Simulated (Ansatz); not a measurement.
# SrO (Fm-3m): lattice thermal conductivity

Wanted: κ(T), lifetimes and mean free paths for SrO.

Experimental results on record:
- thermal conductivity 12 W/m/K near room temperature (given in “Combining the AFLOW GIBBS and Elastic Libraries to efficiently and robustly screen thermo-mechanical properties of solids”, 2017, arXiv:1611.05714)
- thermal conductivity 12 W/m/K near room temperature (given in “Predicting the lattice thermal conductivity of solids by solving the Boltzmann transport equation: AFLOW - AAPL an automated, accurate and efficient framework”, 2017, arXiv:1611.05481)

Method: DFT LDA, scalar-relativistic, plane waves, PAW; PAW set soft_1, in Ansatz 0.2.0.

The database entry behind the starting cell differs from later determinations by our own check (about 0.5 % short), so it need not match the best structure at ambient conditions.

## 1. Set-up

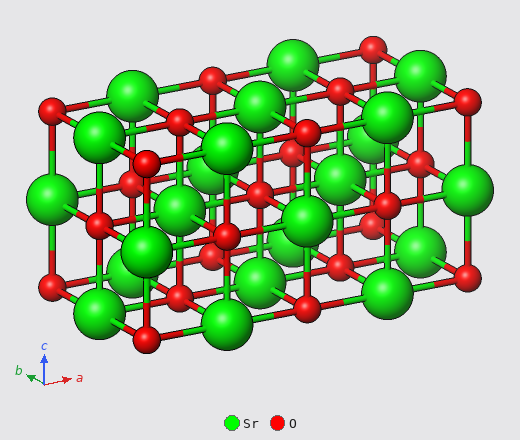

The starting structure, seen from a free direction (strontium green, oxygen red). 2×1×1 cells are drawn. This picture shows the conventional cell, with its axes. Some periodic images of atoms are drawn too.

## 2. Probe on a coarse mesh

A cheap single point shows whether the cell is a metal or an insulator and how far it is from rest; that sets the k-mesh and the occupations of what follows.

Contents of input.yaml:

```yaml
crystal:
  lattice:
    - [0.0, 2.5663, 2.5663]
    - [2.5663, 0.0, 2.5663]
    - [2.5663, 2.5663, 0.0]
  atoms:
    - { symbol: Sr, position: [0.5, 0.5, 0.5] }
    - { symbol: O, position: [0.0, 0.0, 0.0] }
kpoints:
  mp_grid: { grid: [6, 6, 6] }
hamiltonian:
  xc: lda
  pseudopotentials: { kind: paw, azcp: { folder: soft_1 }, xc_functional: pbe }
scf:
  occupations: { method: gaussian, width: 0.1 }
  lower_state_search: "off"
output:
  forces: true
  stress: true
  eigenvalues: true
```

The run is started by

```console
ansatz run input.yaml --threads 18 --pin off --max-ram 92160MiB --backend cuda --events-out ev --progress --plain --runs-dir out --max-vram 78GiB
```

Numbers of over 12 decimals in the logs are rounded to 6 here.

The program printed:

```text
Engine: ansatz 0.2.0, aarch64-unknown-linux-gnu
Pseudopotentials: kind: paw
Pseudopotential: Sr, paw, valence charge 10, recommended cutoff 420 eV (normal), soft_1/Sr.paw.azcp
Pseudopotential: O, paw, valence charge 6, recommended cutoff 420 eV (normal), soft_1/O.paw.azcp
Functional definition: SPW92
  exchange = slater_x
  correlation = pw_c
device memory: the entry about to start is reckoned to put 0.6 GiB on a device that reports 181.7 GiB free (of which the cap on the GPU budget leaves the run 78.0 GiB)
GPU FFT provider: cuFFT
GPU libraries: cuBLAS 13.8.1, cuFFT 12.4.0, cuSOLVER 12.3.2
GPU matrix products: emulated (plane waves: as basis.precision tells), large ones in fixed point in workspaces of 1.00 GiB
Crystal: 2 atoms, lattice volume = 33.803 Å³
Basis set: ecut = 420 eV, 645 PW (Γ)
Bands: 12, of which v1, the nominal top of the filled ones, is band 8 counted from 1 (7 counted from 0)
Symmetry: 48 space group operations
Space group: Fm-3m (ITA 225), of the structure as read, at distance tolerance 3.2e-5 Å
k-points: 16 of 216
Non-local potential: Sr, projectors of the file, l = 0: 3, l = 1: 2, l = 2: 2
Non-local potential: O, projectors of the file, l = 0: 2, l = 1: 2, l = 2: 1
PAW form: soft (Blöchl's): semilocal exchange-correlation on the pseudo side does not see the compensation charge
PAW frozen core: Sr, regenerated for the run's functional, and the local potential with it (the file was generated under x = pbe(κ = 0.804, μ = 0.219515), c = pbe(β = 0.066725))
PAW frozen core: O, regenerated for the run's functional, and the local potential with it (the file was generated under x = pbe(κ = 0.804, μ = 0.219515), c = pbe(β = 0.066725))
PAW one-centre angular grid: Sr, 110 points (default); XC on 64 Gauss nodes
PAW one-centre angular grid: O, 110 points (default); XC on 64 Gauss nodes
Initial density: superposition of atomic densities (chi_scale 0.1, normalization cell, long waves kept (reshape's long-wave potential 0.00 eV rms))
Initial wavefunctions: pseudopotential atomic-orbital guess
GPU buffer pool allocated for 15625 grid points (all kernels)
GPU transforms: local potential and band sums: pruned to the plane-wave sphere, on 25×25×25
Functional: x = slater, c = lda
SCF iter   1: F=—  HF=-4003.435312 eV  |F-HF|=—  |Δ(HF+E_count)|=         —  Δρ=9.94e-2  dr2=2.85e0  ethr=3.10e-3  ⟨swp⟩=8.1  Hψ=1462  notcnv=0
preconditioner: auto → none  [insulator: Δε(μ)=1.840 eV  Ē_g=15.828 eV  σ=0.100 eV  W_gap=1.00  n_scr=8 (ndim 8)  ℏωp=23.9 eV  f_vac=0.000  D(μ)=0.00/eV (n_scr^D=0)  ε∞_Penn≈3.3]
SCF iter   2: F=—  HF=-4002.817838 eV  |F-HF|=—  |Δ(HF+E_count)|=   6.17e-1  Δρ=1.50e-2  dr2=6.31e-2  ethr=3.10e-3  ⟨swp⟩=2.8  Hψ=502  notcnv=0
SCF iter   3: F=—  HF=-4002.828153 eV  |F-HF|=—  |Δ(HF+E_count)|=   1.03e-2  Δρ=6.22e-3  dr2=1.10e-2  ethr=3.94e-4  ⟨swp⟩=2.9  Hψ=329  notcnv=0
SCF iter   4: F=—  HF=-4002.832180 eV  |F-HF|=—  |Δ(HF+E_count)|=   4.03e-3  Δρ=9.36e-4  dr2=3.67e-4  ethr=6.89e-5  ⟨swp⟩=1.0  Hψ=192  notcnv=0
SCF iter   5: F=—  HF=-4002.832200 eV  |F-HF|=—  |Δ(HF+E_count)|=   1.99e-5  Δρ=1.47e-4  dr2=8.53e-6  ethr=2.30e-6  ⟨swp⟩=2.6  Hψ=312  notcnv=0
SCF iter   6: F=—  HF=-4002.832121 eV  |F-HF|=—  |Δ(HF+E_count)|=   7.90e-5  Δρ=4.60e-5  dr2=6.06e-7  ethr=5.33e-8  ⟨swp⟩=2.2  Hψ=273  notcnv=0
SCF iter   7: F=-4002.832121 eV  HF=-4002.832121 eV  |F-HF|=1.68e-8  |Δ(HF+E_count)|=   2.90e-7  Δρ=6.92e-6  dr2=2.05e-8  ethr=6.25e-10  ⟨swp⟩=7.0  Hψ=1103  notcnv=0
SCF 1 converged in 7 iterations: F = -4002.832121 eV  dr2 = 2.05e-8
  greatest PAW one-centre occupation: 0.986 electrons in one spin orbital (limit 2), on the Sr atom at site 0 (counted from 0), in its partial waves of l = 0
SCF converged after 7 iterations
Free energy (F): -4002.832121 eV
Harris-Foulkes:  -4002.832121 eV  (|F-HF|=1.68e-8)
Internal energy: -4002.832121 eV  (E = F + TS)
E sigma→0 (E₀):  -4002.832121 eV
Fermi energy:    9.180083 eV
--- Per-component energies (eV) ---
  E_band       = -61.066319
  E_kinetic    = 402.749610
  E_local      = -881.091723  (includes V_loc(G=0)·N_el)
  E_nonlocal   = 291.560215
  E_hartree    = 231.351956
  E_xc         = -245.905997
  E_vxc        = -248.600937  (∫ρ·V_xc dr)
  E_paw        = -2743.770781  (= ΣΔE_a)
  E_vpaw       = -88.389207  (= ΣTr[D̂ρ^β])
  E_aug_tail   = 0.000763  (compensation charges beyond the density's cutoff)
  E_ewald      = -1058.117221
  E_core_change = 0.391056  (= ΣΔE_core)
  E_smearing   = -0.000000  (= −TS)
  E_closure    = 0.000000  (closes the sum)
  Σ components = -4002.832121   (vs F -4002.832121, Δ=0.00e0)
--- Forces (eV/Å), atoms counted from 1 ---
  atom   1  Sr     0.00000000     0.00000000     0.00000000
  atom   2  O     -0.00000000    -0.00000000    -0.00000000
  max |Σ_I F_I| component: 3.79e-24 eV/Å
--- Stress (GPa, compression-positive) ---
       -3.811678       0.000000       0.000000
        0.000000      -3.811678      -0.000000
       -0.000000      -0.000000      -3.811678
  P = ⅓ Tr σ = -3.8117 GPa (-38.117 kbar)
--- Band table (eV; the first three rows and the last of 16) ---
  k-point 0: bands = [... 4 lower, -6.1246, 7.6029, 7.6029, 7.6029, 11.4511, 13.7820, 13.7820, 13.7820]
  k-point 1: bands = [... 4 lower, -5.6043, 6.8544, 7.2731, 7.2731, 12.6226, 13.5475, 14.3225, 14.3225]
  k-point 2: bands = [... 4 lower, -5.0535, 5.8028, 6.7089, 6.7089, 13.7279, 14.7502, 15.6463, 15.6463]
  k-point 15: bands = [... 4 lower, -5.6824, 6.7101, 7.1723, 7.2817, 12.1566, 15.1148, 16.1337, 18.7275]
```

Wall time 0.7 s (1 × NVIDIA GB200 with 18 threads of Arm Neoverse V2, shared host); peak memory 0.98 GiB; 1.2 s of CPU time.

A gap read on the k-mesh alone can miss the band edges.

Numbers from this step:

```yaml
pressure: -3.812 GPa
gap_on_the_k_mesh: 3.154 eV
volume_per_atom: 16.90 Å³/atom
```

The start is under -3.8 GPa at this level and looks like an insulator or semiconductor on this mesh.

## 3. Finding the static equilibrium

The vibrations must be taken about the equilibrium of this functional, not about the starting cell, so the structure is relaxed.

input.yaml, the sections that differ from step 2:

```yaml
kpoints:
  mp_grid: { grid: [8, 8, 8] }
scf:
  occupations: { method: gaussian, width: 0.02 }
  lower_state_search: "off"
relax:
  adjacent_minimum: "off"
  f_tol: 0.005
  max_steps: 80
  cell: { stress_tol: 0.05 }
# crystal, hamiltonian, output: as in step 2
```

The program printed:

```text
[...]
Crystal: 2 atoms, lattice volume = 33.803 Å³
Basis set: ecut = 420 eV, 645 PW (Γ)
Bands: 12, of which v1, the nominal top of the filled ones, is band 8 counted from 1 (7 counted from 0)
Symmetry: 48 space group operations
[...]
k-points: 29 of 512
[...]
SCF iter   1: F=—  HF=-4003.436444 eV  |F-HF|=—  |Δ(HF+E_count)|=         —  Δρ=9.95e-2  dr2=2.85e0  ethr=3.10e-3  ⟨swp⟩=9.3  Hψ=2776  notcnv=0
[...]
SCF iter   2: F=—  HF=-4002.818073 eV  |F-HF|=—  |Δ(HF+E_count)|=   6.18e-1  Δρ=1.51e-2  dr2=6.34e-2  ethr=3.10e-3  ⟨swp⟩=2.7  Hψ=915  notcnv=0
[...]
SCF iter   7: F=-4002.832283 eV  HF=-4002.832283 eV  |F-HF|=2.27e-8  |Δ(HF+E_count)|=   3.03e-7  Δρ=7.85e-6  dr2=2.75e-8  ethr=6.25e-10  ⟨swp⟩=6.3  Hψ=2176  notcnv=0
SCF 1 converged in 7 iterations: F = -4002.832283 eV  dr2 = 2.75e-8
[...]
relax step   1: F+E_penalty+E_count = -4002.83228254 eV  Δ(F+E_penalty+E_count) = +0.000e0 eV  max|allowed force component| = 1.304e-24 eV/Å  Δτ_max = 0.0000 Å  P = -3.812 GPa  Ω = 33.803 Å³  (7 SCF iters, dr2 threshold 1.00e-7 eV, accepted)
[...]
Crystal: 2 atoms, lattice volume = 31.205 Å³
Basis set: ecut = 420 eV, 609 PW (Γ)
[...]
iter 1 solved again at ethr=2.09e-5 eV; its pass at ethr=3.10e-3 eV (dr2=3.35e-3 eV) is discarded
[...]
SCF iter   2: F=—  HF=-4002.834876 eV  |F-HF|=—  |Δ(HF+E_count)|=   5.84e-4  Δρ=1.34e-3  dr2=3.76e-4  ethr=2.09e-5  ⟨swp⟩=2.1  Hψ=549  notcnv=0
[...]
SCF iter   6: F=-4002.834867 eV  HF=-4002.834867 eV  |F-HF|=3.64e-12  |Δ(HF+E_count)|=   1.42e-9  Δρ=4.91e-7  dr2=2.87e-11  ethr=1.36e-11  ⟨swp⟩=2.3  Hψ=1451  notcnv=0
SCF 2 converged in 6 iterations: F = -4002.834867 eV  dr2 = 2.87e-11
[...]
relax step   2: F+E_penalty+E_count = -4002.83486696 eV  Δ(F+E_penalty+E_count) = -2.584e-3 eV  max|allowed force component| = 2.251e-25 eV/Å  Δτ_max = 0.0000 Å  P = +4.768 GPa  Ω = 31.205 Å³  energy of the carried Pulay correction = +5.456e-3 eV  (6 SCF iters, dr2 threshold 2.00e-7 eV, rejected (line search))
[...]
SCF 3 converged in 6 iterations: F = -4002.850571 eV  dr2 = 3.89e-12
relax step   3: F+E_penalty+E_count = -4002.85057104 eV  Δ(F+E_penalty+E_count) = -1.829e-2 eV  max|allowed force component| = 2.726e-27 eV/Å  Δτ_max = 0.0000 Å  P = -0.276 GPa  Ω = 32.597 Å³  energy of the carried Pulay correction = +2.479e-3 eV  (6 SCF iters, accepted)
[...]
relax step   4: F+E_penalty+E_count = -4002.85083355 eV  Δ(F+E_penalty+E_count) = -2.625e-4 eV  max|allowed force component| = 3.533e-25 eV/Å  Δτ_max = 0.0000 Å  P = +0.018 GPa  Ω = 32.507 Å³  energy of the carried Pulay correction = +2.669e-3 eV  (6 SCF iters, dr2 threshold 1.90e-7 eV, accepted)
[...]
relax step   5: F+E_penalty+E_count = -4002.84856541 eV  Δ(F+E_penalty+E_count) = +2.268e-3 eV  max|allowed force component| = 1.073e-27 eV/Å  Δτ_max = 0.0000 Å  P = -0.094 GPa  Ω = 32.507 Å³  stress off target by 9.42e-2 GPa  SCF on the basis re-selected at this cell (its energy is not comparable with the rows above)  (6 SCF iters)
[...]
relax step   6: F+E_penalty+E_count = -4002.84863402 eV  Δ(F+E_penalty+E_count) = -6.860e-5 eV  max|allowed force component| = 7.916e-26 eV/Å  Δτ_max = 0.0000 Å  P = -0.002 GPa  Ω = 32.479 Å³  energy of the carried Pulay correction = +6.011e-5 eV  (7 SCF iters, dr2 threshold 2.22e-8 eV, accepted)
[...]
SCF iter   1: F=—  HF=-4002.848646 eV  |F-HF|=—  |Δ(HF+E_count)|=         —  Δρ=6.78e-7  dr2=1.43e-10  ethr=1.07e-7  ⟨swp⟩=4.2  Hψ=4081  notcnv=0
eigensolver tolerance schedule: the retry pair's looser diagonalisation over-reported the residual by 119545.24 of it (diagonalisation noise at an unbounded share of the residual, at the tolerance the schedule requests for it); recorded, not acted on — ethr = c·dr2/N_el stays at c = 1.0e-1
SCF iter   2: F=—  HF=-4002.848634 eV  |F-HF|=—  |Δ(HF+E_count)|=   1.21e-5  Δρ=5.50e-7  dr2=1.09e-10  ethr=1.00e-12  ⟨swp⟩=4.2  Hψ=1017  notcnv=0
[...]
SCF iter   8: F=-4002.848634 eV  HF=-4002.848634 eV  |F-HF|=4.55e-12  |Δ(HF+E_count)|=  9.09e-13  Δρ=2.68e-8  dr2=2.21e-13  ethr=1.00e-12  ⟨swp⟩=4.6  Hψ=1655  notcnv=0
SCF 7 converged in 8 iterations: F = -4002.848634 eV  dr2 = 2.21e-13
relax step   7: F+E_penalty+E_count = -4002.84863402 eV  Δ(F+E_penalty+E_count) = +4.093e-12 eV  max|allowed force component| = 6.153e-29 eV/Å  Δτ_max = 0.0000 Å  P = -0.003 GPa  Ω = 32.479 Å³  stress off target by 3.46e-3 GPa  SCF on the basis re-selected at this cell (its energy is not comparable with the rows above)  (8 SCF iters)
basis re-selected at this cell: Δ(F+E_penalty+E_count) = +4.093e-12 eV, ΔP = -0.001 GPa vs the last step (what re-selecting the basis moved, of the pressure what is left beyond the Pulay correction that the steps carried, after the strain that the cell walked since its last selection, with what the two solves' SCF thresholds leave and, on support functions, any second-order correction that the steps lacked; it is no  [...]
SCF converged after 8 iterations
Free energy (F): -4002.848634 eV
[...]
Internal energy: -4002.848634 eV  (E = F + TS)
E sigma→0 (E₀):  -4002.848634 eV
Fermi energy:    9.617692 eV
[...]
--- Stress (GPa, compression-positive) ---
       -0.003464      -0.000000      -0.000000
       -0.000000      -0.003464      -0.000000
        0.000000      -0.000000      -0.003464
  P = ⅓ Tr σ = -0.0035 GPa (-0.035 kbar)
--- Band table (eV; the first three rows and the last of 29) ---
  k-point 0: bands = [... 4 lower, -5.4913, 8.0558, 8.0558, 8.0558, 12.1970, 14.3207, 14.3207, 14.3207]
  k-point 1: bands = [... 4 lower, -5.1496, 7.5756, 7.8423, 7.8423, 12.9221, 14.1431, 14.6439, 14.6439]
  k-point 2: bands = [... 4 lower, -4.6550, 6.6998, 7.3848, 7.3848, 14.0888, 14.4847, 15.5277, 15.5277]
  k-point 28: bands = [... 4 lower, -4.8650, 6.8544, 7.6885, 7.6885, 14.1022, 14.1022, 17.0724, 19.6717]
--- Relaxed structure (5 steps of the walk, 4 accepted, 2 SCFs on fresh bases) ---
  F+E_penalty+E_count = -4002.84863402 eV   max|allowed force component| = 6.153e-29 eV/Å   (the final SCF, on the basis selected at the relaxed cell)
  cell:  # Å, volume = 32.4785 Å³
    - [0, 2.532341, 2.532341]
    - [2.532341, 0, 2.532341]
    - [2.532341, 2.532341, 0]
  atoms:
    - { symbol: Sr, position: [0.500000, 0.500000, 0.500000] }
    - { symbol: O, position: [0, 0, 0] }
```

The job ended after 3.3 s (1 × NVIDIA GB200 with 18 threads; peak memory 0.98 GiB).

Relaxation path:

| step | energy less that of the first step (eV) | largest force component (eV/Å) | pressure (GPa) | volume (Å³) |
| --- | --- | --- | --- | --- |
| 1 | 0.0000 | 0.0000 | -3.81 | 33.80 |
| 2 | -0.0026 | 0.0000 | 4.77 | 31.21 |
| 3 | -0.0183 | 0.0000 | -0.28 | 32.60 |
| 4 | -0.0186 | 0.0000 | 0.02 | 32.51 |
| 5 | -0.0163 | 0.0000 | -0.09 | 32.51 |
| 6 | -0.0164 | 0.0000 | 0.00 | 32.48 |
| 7* | -0.0164 | 0.0000 | 0.00 | 32.48 |

Relaxation steps marked * repeat the geometry before them on a plane-wave basis chosen anew for their cell, so energy and pressure can jump there. The log counts 2 steps on a newly chosen plane-wave basis, not all of them marked here; energy and pressure can jump at such steps. Relaxation step 2 was tried and not accepted.

Forces are held to the 48 operations that the run works with; a distortion that breaks them can't arise in this run.

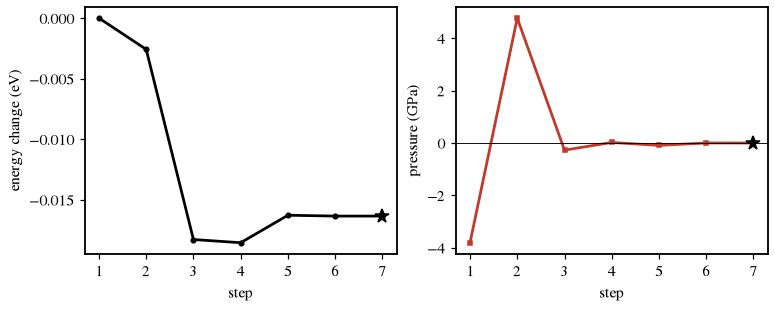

Energy and pressure along the relaxation. Stars mark steps on a basis chosen anew.

| conventional cell, symmetrised | before | after | change |
| --- | --- | --- | --- |
| a (Å) | 5.133 | 5.065 | -1.3 % |
| b (Å) | 5.133 | 5.065 | -1.3 % |
| c (Å) | 5.133 | 5.065 | -1.3 % |
| volume (Å³/atom) | 16.90 | 16.24 | -3.9 % |

Final coordinates:

```cif
data_structure
_symmetry_space_group_name_H-M 'P 1'
_symmetry_Int_Tables_number 1
_cell_length_a 3.5813
_cell_length_b 3.5813
_cell_length_c 3.5813
_cell_angle_alpha 60.000
_cell_angle_beta 60.000
_cell_angle_gamma 60.000
_cell_volume 32.48
loop_
_atom_site_label
_atom_site_type_symbol
_atom_site_fract_x
_atom_site_fract_y
_atom_site_fract_z
_atom_site_occupancy
Sr1 Sr 0.50000 0.50000 0.50000 1
O2 O 0.00000 0.00000 0.00000 1
```

This step gave:

* pressure: -0.003464 GPa
* gap on the k-mesh: 3.124 eV
* volume per atom: 16.24 Å³/atom

The relaxation ends with a pressure of 0.00 GPa.

## 4. Tight relaxation

The thresholds are tightened for a last relaxation ahead of the phonons, and where mesh or smearing change with them the cell follows.

input.yaml, the sections that differ from step 3:

```yaml
crystal:
  lattice:
    - [0.0, 2.532341022, 2.532341022]
    - [2.532341022, 0.0, 2.532341022]
    - [2.532341022, 2.532341022, 0.0]
  atoms:
    - { symbol: Sr, position: [0.5, 0.5, 0.5] }
    - { symbol: O, position: [0.0, 0.0, 0.0] }
kpoints:
  mp_grid: { grid: [9, 9, 9] }
scf:
  occupations: { method: fixed }
  lower_state_search: "off"
relax:
  adjacent_minimum: "off"
  f_tol: 0.001
  max_steps: 60
  cell: { stress_tol: 0.01 }
# hamiltonian, output: as in step 3
```

The program printed:

```text
[...]
GPU FFT provider: cuFFT
GPU libraries: cuBLAS 13.8.1, cuFFT 12.4.0, cuSOLVER 12.3.2
[...]
Crystal: 2 atoms, lattice volume = 32.479 Å³
Basis set: ecut = 420 eV, 609 PW (Γ)
Bands: 12, of which v1, the nominal top of the filled ones, is band 8 counted from 1 (7 counted from 0)
Symmetry: 48 space group operations
[...]
k-points: 35 of 729
[...]
k-point 34: bands = [... 4 lower, -4.8649, 6.8443, 7.5704, 7.6980, 13.6264, 14.7091, 17.1202, 19.3514]
--- Relaxed structure (1 steps of the walk, 1 accepted, 1 SCFs on fresh bases) ---
[...]
cell:  # Å, volume = 32.4785 Å³
    - [0.0, 2.532341022, 2.532341022]
    - [2.532341022, 0.0, 2.532341022]
    - [2.532341022, 2.532341022, 0.0]
  atoms:
    - { symbol: Sr, position: [0.500000, 0.500000, 0.500000] }
    - { symbol: O, position: [0.0, 0.0, 0.0] }
[key lines of the parts left out:]
SCF converged after 6 iterations
Free energy (F): -4002.848641 eV
Fermi energy:    8.055780 eV
P = ⅓ Tr σ = -0.0037 GPa (-0.037 kbar)
```

The job ended after 1.2 s (1 × NVIDIA GB200 with 18 threads; peak memory 0.95 GiB; 2.4 s of CPU time).

Little changed from the start: no atom moved by 0.005 Å and no cell edge by 0.1 %.

This step gave:

```
pressure          : -0.003653 GPa
gap on the k-mesh : 3.184 eV
```

The residual pressure is -0.0037 GPa, small enough for phonons.

## 5. An input with a fault

This input was changed on purpose, to see how the program answers.

input.yaml, the sections that differ from step 4:

```yaml
kpoints:
  mp_grid: { grid: [8, 8, 8] }
scf:
  occupations: { method: fixed }
  lower_state_search: "off"
  max_iter: 60
output:
  eigenvalues: true
phonons:
  supercell: [2, 2, 2]
  dielectric: false
  third_order: { supercell: [2, 2, 2], pair_cutoff: 2.682 }
  lattice_thermal_conductivity:
    qmesh: [11, 11, 11]
    temperatures: [-10, 0, 300]
    isotope_mass_variance:
      - { species: O, variance: 3.359e-05 }
      - { species: Sr, variance: 6.1e-05 }
# crystal, hamiltonian: as in step 4
# relax: removed
```

The program printed:

```text
Error: invalid value for `phonons.lattice_thermal_conductivity.temperatures`: every temperature must be finite and > 0; got -10 K
```

Run time: 0.03 s. Hardware: 18 threads; peak memory 0.035 GiB.

The input was rejected at the start.

The program's message: “Error: invalid value for `phonons.lattice_thermal_conductivity.temperatures`: every temperature must be finite and > 0; got -10 K”

The fault put into the input: a temperature of 0 K or below.

[end of part 1 of 3]

[Logs are printed without paths, hosts, clocks, repeated set-up lines and the standing remarks that a program may print on its own settings, such as how far it seeks lower states.]

[Hosts, paths, dates, database ids (printed as entryN), source tags and the programs' standing remarks are cut or masked in the printed files.]

[A step with changed settings may run another functional than the one named; its input shows which.]
